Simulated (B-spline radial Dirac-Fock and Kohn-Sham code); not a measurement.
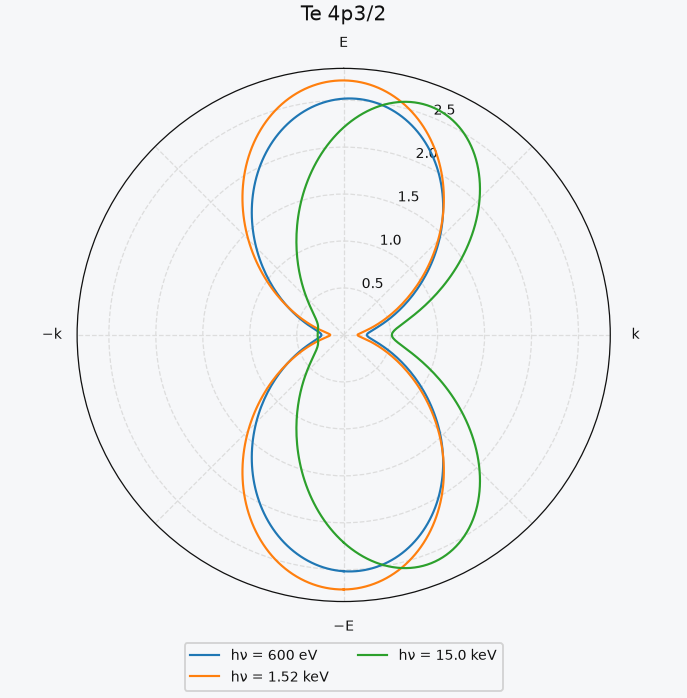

Angular distribution of photoelectrons from N3 (4p3/2) in the plane of the polarisation E (up) and the photon direction k (right), relative to an isotropic one. The figure is for neutral tellurium. Computed with a radial B-spline solver: a Dirac–Hartree–Slater potential; 1 + βP₂(cos θ) + (δ + γ cos²θ) sin θ cos φ with E1 and E1–E2 terms. Open shells are averaged over j.

**What are β, γ and δ at 15.0 keV?**

β = 1.210, γ = 1.868, δ = 0.118.
